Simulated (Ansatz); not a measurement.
## Geometry relaxation, with input and output: BSiH$_{5}$ClF (part 1 of 2)

BSiH$_{5}$ClF, computed with RHF/def2-SVP (Ansatz 0.2.0).

It belongs to a series of runs on one base structure; here: end point B relaxed. Figures and captions count atoms from 1; the log counts them from 0 in places.

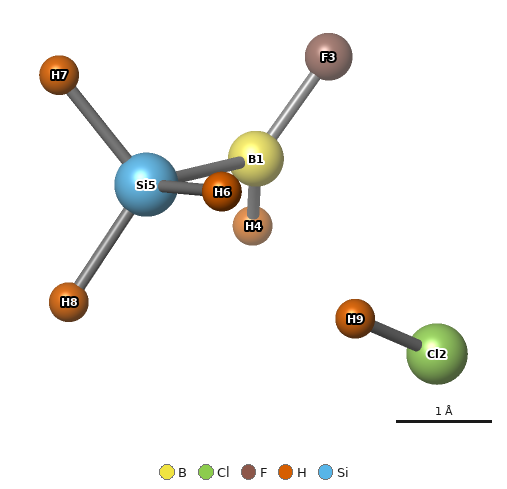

*The structure as given in the input (ball-and-stick view, seen at a tilt; atoms are numbered from 1 in the order of the input).*

### The input
```yaml
crystal:
  periodic: [false, false, false]
  atoms:
    - { symbol: B, position_ang: [0.076748, 0.443237, -0.280668] }
    - { symbol: Cl, position_ang: [-0.328188, -0.47295, 2.615599] }
    - { symbol: F, position_ang: [1.207791, -0.158567, -0.604942] }
    - { symbol: H, position_ang: [-0.936318, -0.142958, -0.54299] }
    - { symbol: Si, position_ang: [0.115591, 2.299467, 0.427842] }
    - { symbol: H, position_ang: [0.910627, 2.402538, 1.6832] }
    - { symbol: H, position_ang: [0.77938, 3.205164, -0.542118] }
    - { symbol: H, position_ang: [-1.23813, 2.83833, 0.715329] }
    - { symbol: H, position_ang: [0.055, 0.792539, 2.635448] }
basis:
  gaussian: { orbitals: def2-SVP }
hamiltonian:
  xc: hf
relax:
  f_tol: 0.03
  max_steps: 50
output:
  orbitals: {}
```

Machine: 1 thread of Arm Neoverse V1, 24 GiB of memory available, shared host.

Command:
```bash
ansatz run input.yaml --threads 1 --pin off --max-ram 2048MiB --backend cpu --events-out ev --progress --plain --runs-dir out
```

### Output
```
The last accepted step is kept in [file] (removed where the run ends without a failure and the disk answers)
Engine: ansatz 0.2.0, aarch64-unknown-linux-gnu
Functional definition: HF
  exchange = exact_x
  correlation = 0
922 factors; integrals over basis functions are off by at most 3.3e-4 eV
mean field evaluation 1: about -23811.9405 eV, gradient 2.6e1 eV
mean field evaluation 2: about -23812.0130 eV, gradient 2.6e1 eV
mean field evaluation 4: about -23814.0407 eV, gradient 3.1e0 eV
mean field evaluation 8: about -23814.0871 eV, gradient 1.6e-1 eV
mean field -23814.08730955 eV, -875.1515668579 hartree, gradient 2.3e-5 eV, S^2 0.000000; 0 other end points of the search recorded, 0 dependent functions left out
the calculation of the forces begins
reference -23814.08730955 eV, -875.1515668579 hartree; 25, 25 occupied and 64, 64 virtual orbitals, 922 factors
relax step   1: F+E_penalty+E_count = -23814.08730955 eV  Δ(F+E_penalty+E_count) = +0.000e0 eV  max|allowed force component| = 1.575e0 eV/Å  Δτ_max = 0.0000 Å  (36 SCF iters, accepted)
these checks for a lower state are left out or cut short: starts, cluster_reference, orbital_swaps, neighbouring_geometries, increment
922 factors; integrals over basis functions are off by at most 3.6e-4 eV
mean field evaluation 16: about -23814.2243 eV, gradient 7.4e-4 eV
mean field -23814.22433178 eV, -875.1566023319 hartree, gradient 6.1e-5 eV, S^2 0.000000; 0 other end points of the search recorded, 0 dependent functions left out
[... from here on the field's lines of each further geometry are left out, up to the last ...]
relax step   2: F+E_penalty+E_count = -23814.22433178 eV  Δ(F+E_penalty+E_count) = -1.370e-1 eV  max|allowed force component| = 8.688e-1 eV/Å  Δτ_max = 0.1977 Å  (34 SCF iters, accepted)
relax step   3: F+E_penalty+E_count = -23814.26354869 eV  Δ(F+E_penalty+E_count) = -3.922e-2 eV  max|allowed force component| = 8.253e-1 eV/Å  Δτ_max = 0.1948 Å  (32 SCF iters, accepted)
relax step   4: F+E_penalty+E_count = -23814.27494962 eV  Δ(F+E_penalty+E_count) = -1.140e-2 eV  max|allowed force component| = 9.583e-1 eV/Å  Δτ_max = 0.1691 Å  (33 SCF iters, accepted)
relax step   5: F+E_penalty+E_count = -23814.30805854 eV  Δ(F+E_penalty+E_count) = -3.311e-2 eV  max|allowed force component| = 1.755e-1 eV/Å  Δτ_max = 0.1651 Å  (34 SCF iters, accepted)
relax step   6: F+E_penalty+E_count = -23814.31086648 eV  Δ(F+E_penalty+E_count) = -2.808e-3 eV  max|allowed force component| = 1.421e-1 eV/Å  Δτ_max = 0.0625 Å  (32 SCF iters, accepted)
relax step   7: F+E_penalty+E_count = -23814.31400790 eV  Δ(F+E_penalty+E_count) = -3.141e-3 eV  max|allowed force component| = 7.451e-2 eV/Å  Δτ_max = 0.0739 Å  (33 SCF iters, accepted)
relax step   8: F+E_penalty+E_count = -23814.30062373 eV  Δ(F+E_penalty+E_count) = +1.338e-2 eV  max|allowed force component| = 6.793e-1 eV/Å  Δτ_max = 0.1951 Å  (33 SCF iters, rejected (line search))
relax step   9: F+E_penalty+E_count = -23814.31792742 eV  Δ(F+E_penalty+E_count) = -3.920e-3 eV  max|allowed force component| = 2.289e-2 eV/Å  Δτ_max = 0.0852 Å  (31 SCF iters, accepted)
relax step  10: F+E_penalty+E_count = -23814.31714733 eV  Δ(F+E_penalty+E_count) = +7.801e-4 eV  max|allowed force component| = 3.177e-1 eV/Å  Δτ_max = 0.0975 Å  (32 SCF iters, rejected (line search))
relax step  11: F+E_penalty+E_count = -23814.31952255 eV  Δ(F+E_penalty+E_count) = -1.595e-3 eV  max|allowed force component| = 9.139e-2 eV/Å  Δτ_max = 0.0484 Å  (32 SCF iters, accepted)
relax step  12: F+E_penalty+E_count = -23814.32034909 eV  Δ(F+E_penalty+E_count) = -8.265e-4 eV  max|allowed force component| = 1.178e-1 eV/Å  Δτ_max = 0.0480 Å  (33 SCF iters, accepted)
relax step  13: F+E_penalty+E_count = -23814.31310139 eV  Δ(F+E_penalty+E_count) = +7.248e-3 eV  max|allowed force component| = 4.020e-1 eV/Å  Δτ_max = 0.0732 Å  (34 SCF iters, rejected (line search))
relax step  14: F+E_penalty+E_count = -23814.32236031 eV  Δ(F+E_penalty+E_count) = -2.011e-3 eV  max|allowed force component| = 9.775e-2 eV/Å  Δτ_max = 0.0360 Å  (32 SCF iters, accepted)
relax step  15: F+E_penalty+E_count = -23814.32356759 eV  Δ(F+E_penalty+E_count) = -1.207e-3 eV  max|allowed force component| = 7.735e-2 eV/Å  Δτ_max = 0.0372 Å  (33 SCF iters, accepted)
relax step  16: F+E_penalty+E_count = -23814.32482911 eV  Δ(F+E_penalty+E_count) = -1.262e-3 eV  max|allowed force component| = 1.384e-1 eV/Å  Δτ_max = 0.0554 Å  (32 SCF iters, accepted)
relax step  17: F+E_penalty+E_count = -23814.32508079 eV  Δ(F+E_penalty+E_count) = -2.517e-4 eV  max|allowed force component| = 2.748e-1 eV/Å  Δτ_max = 0.0651 Å  (32 SCF iters, accepted)
relax step  18: F+E_penalty+E_count = -23814.33018560 eV  Δ(F+E_penalty+E_count) = -5.105e-3 eV  max|allowed force component| = 1.019e-1 eV/Å  Δτ_max = 0.1266 Å  (33 SCF iters, accepted)
relax step  19: F+E_penalty+E_count = -23814.33044429 eV  Δ(F+E_penalty+E_count) = -2.587e-4 eV  max|allowed force component| = 1.015e-1 eV/Å  Δτ_max = 0.0121 Å  (34 SCF iters, accepted)
relax step  20: F+E_penalty+E_count = -23814.31081685 eV  Δ(F+E_penalty+E_count) = +1.963e-2 eV  max|allowed force component| = 8.794e-1 eV/Å  Δτ_max = 0.1952 Å  (34 SCF iters, rejected (line search))
relax step  21: F+E_penalty+E_count = -23814.33112337 eV  Δ(F+E_penalty+E_count) = -6.791e-4 eV  max|allowed force component| = 1.995e-1 eV/Å  Δτ_max = 0.0962 Å  (32 SCF iters, accepted)
relax step  22: F+E_penalty+E_count = -23814.33303574 eV  Δ(F+E_penalty+E_count) = -1.912e-3 eV  max|allowed force component| = 2.881e-1 eV/Å  Δτ_max = 0.0658 Å  (34 SCF iters, accepted)
relax step  23: F+E_penalty+E_count = -23814.33799946 eV  Δ(F+E_penalty+E_count) = -4.964e-3 eV  max|allowed force component| = 8.466e-2 eV/Å  Δτ_max = 0.1500 Å  (32 SCF iters, accepted)
relax step  24: F+E_penalty+E_count = -23814.33980676 eV  Δ(F+E_penalty+E_count) = -1.807e-3 eV  max|allowed force component| = 1.543e-1 eV/Å  Δτ_max = 0.1003 Å  (31 SCF iters, accepted)
relax step  25: F+E_penalty+E_count = -23814.31456161 eV  Δ(F+E_penalty+E_count) = +2.525e-2 eV  max|allowed force component| = 1.248e0 eV/Å  Δτ_max = 0.1952 Å  (32 SCF iters, rejected (line search))
relax step  26: F+E_penalty+E_count = -23814.34218522 eV  Δ(F+E_penalty+E_count) = -2.378e-3 eV  max|allowed force component| = 3.692e-2 eV/Å  Δτ_max = 0.0701 Å  (32 SCF iters, accepted)
relax step  27: F+E_penalty+E_count = -23814.34283300 eV  Δ(F+E_penalty+E_count) = -6.478e-4 eV  max|allowed force component| = 3.085e-1 eV/Å  Δτ_max = 0.0990 Å  (32 SCF iters, accepted)
relax step  28: F+E_penalty+E_count = -23814.33459453 eV  Δ(F+E_penalty+E_count) = +8.238e-3 eV  max|allowed force component| = 4.318e-1 eV/Å  Δτ_max = 0.1003 Å  (34 SCF iters, rejected (line search))
relax step  29: F+E_penalty+E_count = -23814.34542937 eV  Δ(F+E_penalty+E_count) = -2.596e-3 eV  max|allowed force component| = 8.127e-2 eV/Å  Δτ_max = 0.0500 Å  (31 SCF iters, accepted)
relax step  30: F+E_penalty+E_count = -23814.34666498 eV  Δ(F+E_penalty+E_count) = -1.236e-3 eV  max|allowed force component| = 8.248e-2 eV/Å  Δτ_max = 0.0732 Å  (32 SCF iters, accepted)
relax step  31: F+E_penalty+E_count = -23814.34744166 eV  Δ(F+E_penalty+E_count) = -7.767e-4 eV  max|allowed force component| = 1.567e-1 eV/Å  Δτ_max = 0.1097 Å  (32 SCF iters, accepted)
relax step  32: F+E_penalty+E_count = -23814.34789435 eV  Δ(F+E_penalty+E_count) = -4.527e-4 eV  max|allowed force component| = 6.622e-2 eV/Å  Δτ_max = 0.0155 Å  (34 SCF iters, accepted)
relax step  33: F+E_penalty+E_count = -23814.34791060 eV  Δ(F+E_penalty+E_count) = -1.625e-5 eV  max|allowed force component| = 4.676e-2 eV/Å  Δτ_max = 0.0056 Å  (26 SCF iters, accepted)
relax step  34: F+E_penalty+E_count = -23814.34805585 eV  Δ(F+E_penalty+E_count) = -1.452e-4 eV  max|allowed force component| = 5.718e-2 eV/Å  Δτ_max = 0.0212 Å  (34 SCF iters, accepted)
relax step  35: F+E_penalty+E_count = -23814.34821644 eV  Δ(F+E_penalty+E_count) = -1.606e-4 eV  max|allowed force component| = 3.191e-2 eV/Å  Δτ_max = 0.0220 Å  (34 SCF iters, accepted)
the calculation of the forces begins
reference -23814.34830501 eV, -875.1611582642 hartree; 25, 25 occupied and 64, 64 virtual orbitals, 923 factors
relax step  36: F+E_penalty+E_count = -23814.34830501 eV  Δ(F+E_penalty+E_count) = -8.858e-5 eV  max|allowed force component| = 2.675e-2 eV/Å  Δτ_max = 0.0143 Å  (33 SCF iters, accepted)
```

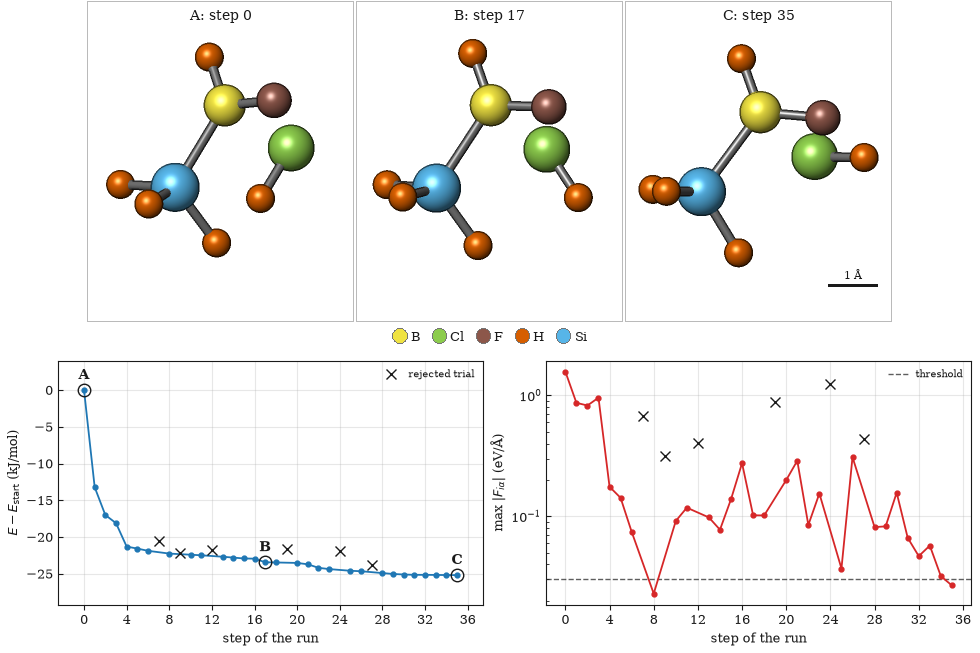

*Frames of the relaxation (ball-and-stick view, seen at a tilt) above the curves, on which the letters mark them (the first geometry is step 0 here and step 1 in the log).*

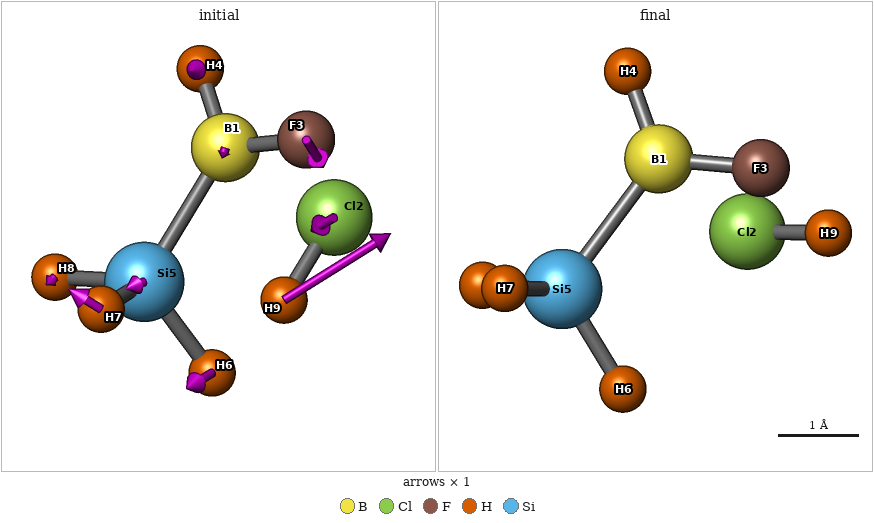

*Before (left) and after (right) the relaxation, at one scale (ball-and-stick view, seen at a tilt). The pink arrows give the displacements, at true length.*

After 35 geometry steps the energy has fallen by 25.2 kJ/mol. Largest force component: 1.6 eV/Å at the start, 0.027 eV/Å at the end. The line search rejected the trial steps at points 7, 9, 12, 19, 24, 27 (counted from 0) and went back. H9 moves most after the best rigid fit: 1.61 Å. Largest moves by element: H 1.61 Å, F 0.71 Å, Cl 0.55 Å, Si 0.31 Å, B 0.15 Å. Distances before and after: B1–Si5 1.987 → 2.052 Å, Cl2–H9 1.322 → 1.274 Å, Si5–H6 1.490 → 1.484 Å, Si5–H7 1.484 → 1.488 Å. Among the angles that change: H6–Si5–H7 105.7° → 108.4°, B1–Si5–H8 113.0° → 110.3°. (Atoms are counted from 1 in the order of the input.)

```
923 factors; integrals over basis functions are off by at most 8.9e-4 eV
mean field -23814.34830501 eV, -875.1611582642 hartree, gradient 7.3e-5 eV, S^2 0.000000; 1 other end points of the search recorded, 0 dependent functions left out
the calculation of the forces begins
reference -23814.34830501 eV, -875.1611582642 hartree; 25, 25 occupied and 64, 64 virtual orbitals, 923 factors
Total energy: -23814.34830501 eV, -875.1611582642 hartree
Atom 0 at     0.139408     0.538492    -0.182471 Å, force    -0.006511     0.000314    -0.003505 eV/Å
Atom 1 at    -0.737292    -0.160457     2.970846 Å, force     0.026750    -0.010912    -0.005403 eV/Å
Atom 2 at     1.177386    -0.194171     0.185483 Å, force     0.002905    -0.001113     0.003877 eV/Å
Atom 3 at    -0.730505    -0.036074    -0.780457 Å, force     0.002428     0.001022    -0.000636 eV/Å
Atom 4 at     0.104250     2.551788     0.215207 Å, force    -0.000063     0.003065     0.003435 eV/Å
Atom 5 at     1.051530     2.919370     1.296711 Å, force     0.000364    -0.000863    -0.001567 eV/Å
Atom 6 at     0.487736     3.293601    -1.016668 Å, force    -0.001270    -0.001446    -0.000747 eV/Å
Atom 7 at    -1.265051     2.977180     0.598505 Å, force     0.001719    -0.001487     0.000538 eV/Å
Atom 8 at     0.415040    -0.682929     2.819544 Å, force    -0.026321     0.011420     0.004008 eV/Å
Dipole moment:     0.090109    -0.126648    -0.002395 e Å
```

### Trajectory as extended XYZ (Å, eV, eV/Å), 36 frames, from step=1 to step=36
```
9
Properties=species:S:1:pos:R:3:forces:R:3 step=1 energy=-23814.08731
B     0.0767    0.4432   -0.2807   -0.0405  -1.0819  -0.6301
Cl   -0.3282   -0.4729    2.6156    0.4011   1.4121   0.1063
F     1.2078   -0.1586   -0.6049   -0.0580   0.0873   0.1155
H    -0.9363   -0.1430   -0.5430   -0.0051  -0.0132  -0.0176
Si    0.1156    2.2995    0.4278    0.1552   1.2994   0.1499
H     0.9106    2.4025    1.6832   -0.0170  -0.0740   0.0535
H     0.7794    3.2052   -0.5421   -0.0199   0.0342  -0.0791
H    -1.2381    2.8383    0.7153   -0.0102  -0.0887   0.0177
H     0.0550    0.7925    2.6354   -0.4055  -1.5752   0.2838
9
Properties=species:S:1:pos:R:3:forces:R:3 step=2 energy=-23814.22433
B     0.0682    0.4550   -0.3536    0.2046  -0.5285   0.0984
Cl   -0.3477   -0.4995    2.6574    0.2462   0.7810   0.1518
F     1.2102   -0.1721   -0.5858   -0.1934   0.1473  -0.0516
H    -0.9406   -0.1528   -0.5816    0.0027   0.0546  -0.1488
Si    0.1263    2.3520    0.3838   -0.0204   0.2973   0.0558
H     0.9040    2.4050    1.6580    0.0168  -0.0229  -0.1067
H     0.7828    3.2582   -0.5878   -0.0191   0.1062  -0.0083
H    -1.2391    2.8443    0.6998    0.0216   0.0338  -0.0565
H     0.0785    0.7166    2.8165   -0.2590  -0.8688   0.0658
9
Properties=species:S:1:pos:R:3:forces:R:3 step=3 energy=-23814.26355
B     0.0728    0.4444   -0.3690    0.3604  -0.0582  -0.2058
Cl   -0.3967   -0.5031    2.7016    0.3173   0.7761   0.2181
F     1.2215   -0.1521   -0.6598   -0.3302   0.1294   0.1236
H    -0.9324   -0.1628   -0.6159    0.0132   0.0046   0.0118
Si    0.1317    2.3740    0.3543   -0.0792  -0.2008   0.1885
H     0.9098    2.4080    1.6307    0.0151   0.0432  -0.1389
H     0.7790    3.2873   -0.6162   -0.0145   0.0655  -0.0170
H    -1.2382    2.8500    0.6785    0.0379   0.0655  -0.0733
H     0.0951    0.6610    3.0025   -0.3201  -0.8253  -0.1071
9
Properties=species:S:1:pos:R:3:forces:R:3 step=4 energy=-23814.27495
B     0.0713    0.4609   -0.3992    0.3270  -0.2000   0.0622
Cl   -0.4051   -0.5062    2.6823    0.4250   0.9184   0.4278
F     1.2195   -0.1585   -0.6340   -0.2898   0.1504   0.0109
H    -0.9337   -0.1496   -0.6380    0.0006   0.0217  -0.0794
Si    0.1266    2.3810    0.3304   -0.0482  -0.0534   0.1500
H     0.9097    2.4246    1.6021    0.0039   0.0054  -0.1252
H     0.7727    3.2968   -0.6389   -0.0082   0.0746  -0.0337
H    -1.2413    2.8662    0.6478    0.0253   0.0412  -0.0613
H     0.1228    0.5918    3.1543   -0.4357  -0.9583  -0.3513
9
Properties=species:S:1:pos:R:3:forces:R:3 step=5 energy=-23814.30806
B     0.0846    0.4759   -0.4485    0.1405  -0.1681   0.0078
Cl   -0.4543   -0.5180    2.8345    0.0220   0.0674  -0.0004
F     1.2293   -0.1457   -0.6742   -0.1755   0.1027   0.0261
H    -0.9204   -0.1228   -0.7217    0.0230   0.0054  -0.0341
Si    0.1236    2.3842    0.3047    0.0133   0.0703   0.0673
H     0.9267    2.4310    1.5573    0.0091  -0.0129  -0.0157
H     0.7511    3.3195   -0.6626   -0.0053   0.0137  -0.0387
H    -1.2412    2.8737    0.6216   -0.0068  -0.0088  -0.0175
H     0.1432    0.5090    3.2956   -0.0203  -0.0696   0.0052
9
Properties=species:S:1:pos:R:3:forces:R:3 step=6 energy=-23814.31087
B     0.0848    0.4718   -0.4468    0.1260  -0.0948  -0.0020
Cl   -0.4615   -0.4747    2.7900   -0.0446  -0.0483  -0.0258
F     1.2300   -0.1460   -0.6760   -0.1421   0.0718   0.0275
H    -0.9190   -0.1262   -0.7261    0.0166  -0.0017  -0.0213
Si    0.1225    2.3813    0.3083    0.0049   0.0239   0.0377
H     0.9283    2.4269    1.5587    0.0115   0.0055  -0.0203
H     0.7448    3.3159   -0.6639   -0.0060   0.0143  -0.0243
H    -1.2440    2.8663    0.6245   -0.0037   0.0005  -0.0088
H     0.1566    0.4915    3.3381    0.0375   0.0287   0.0374
9
Properties=species:S:1:pos:R:3:forces:R:3 step=7 energy=-23814.31401
B     0.0902    0.4769   -0.4470    0.0611  -0.0379  -0.0241
Cl   -0.4955   -0.4798    2.8094   -0.0682  -0.0742  -0.0578
F     1.2345   -0.1422   -0.6677   -0.0745   0.0319   0.0290
H    -0.9121   -0.1188   -0.7383    0.0169  -0.0011  -0.0025
Si    0.1247    2.3913    0.2988   -0.0007   0.0073  -0.0002
H     0.9490    2.4515    1.5352    0.0059   0.0084   0.0012
H     0.7260    3.3227   -0.6916   -0.0084  -0.0024  -0.0098
H    -1.2427    2.8688    0.6222    0.0021   0.0017   0.0084
H     0.1686    0.4364    3.3858    0.0659   0.0664   0.0559
9
Properties=species:S:1:pos:R:3:forces:R:3 step=8 energy=-23814.30062 accepted=F
B     0.1022    0.4854   -0.4413   -0.0461   0.0552   0.0447
Cl   -0.5961   -0.4338    2.7855    0.6760   0.5931   0.5822
F     1.2454   -0.1445   -0.6149    0.0542  -0.0400  -0.0033
H    -0.8947   -0.1089   -0.7565    0.0178   0.0171  -0.0048
Si    0.1266    2.4117    0.2824   -0.0101  -0.0058  -0.1039
H     0.9895    2.5111    1.4897   -0.0138   0.0105  -0.0095
H     0.6764    3.3337   -0.7528   -0.0235  -0.0417   0.0579
H    -1.2438    2.8671    0.6263    0.0247   0.0098   0.0296
H     0.2370    0.2850    3.4882   -0.6793  -0.5982  -0.5928
9
Properties=species:S:1:pos:R:3:forces:R:3 step=9 energy=-23814.31793
B     0.0972    0.4787   -0.4269    0.0010   0.0097   0.0027
Cl   -0.5510   -0.4629    2.7754   -0.0148  -0.0010  -0.0058
F     1.2409   -0.1476   -0.6189   -0.0025  -0.0057   0.0137
H    -0.9022   -0.1164   -0.7301    0.0137   0.0084  -0.0044
Si    0.1267    2.4043    0.2937   -0.0024   0.0039  -0.0229
H     0.9797    2.4981    1.5094   -0.0070  -0.0007  -0.0116
H     0.6927    3.3246   -0.7298   -0.0154  -0.0135   0.0123
H    -1.2400    2.8706    0.6376    0.0127   0.0027   0.0097
H     0.1985    0.3572    3.3962    0.0146  -0.0037   0.0062
9
Properties=species:S:1:pos:R:3:forces:R:3 step=10 energy=-23814.31715 accepted=F
B     0.1049    0.4821   -0.4207   -0.0057  -0.0057   0.0401
Cl   -0.6089   -0.4251    2.7581    0.3164   0.2690   0.2610
F     1.2493   -0.1542   -0.5757   -0.0171   0.0118   0.0036
H    -0.8909   -0.1117   -0.7392    0.0227   0.0135  -0.0178
Si    0.1244    2.4134    0.2857    0.0242   0.0201  -0.0385
H     0.9990    2.5265    1.4849   -0.0154  -0.0009  -0.0251
H     0.6624    3.3299   -0.7586   -0.0224  -0.0267   0.0347
H    -1.2402    2.8714    0.6487    0.0149  -0.0063   0.0035
H     0.2425    0.2745    3.4233   -0.3177  -0.2749  -0.2614
9
Properties=species:S:1:pos:R:3:forces:R:3 step=11 energy=-23814.31952
B     0.1018    0.4802   -0.4209   -0.0224   0.0139  -0.0083
Cl   -0.5858   -0.4478    2.7736    0.0804   0.0889   0.0653
F     1.2458   -0.1516   -0.5904    0.0091  -0.0079   0.0151
H    -0.8947   -0.1125   -0.7380    0.0132   0.0050  -0.0033
Si    0.1251    2.4097    0.2883    0.0069   0.0049  -0.0025
H     0.9902    2.5121    1.4944   -0.0010   0.0045  -0.0101
H     0.6748    3.3285   -0.7454   -0.0138  -0.0155   0.0108
H    -1.2389    2.8720    0.6468    0.0065  -0.0025   0.0005
H     0.2242    0.3162    3.3985   -0.0790  -0.0914  -0.0672
```
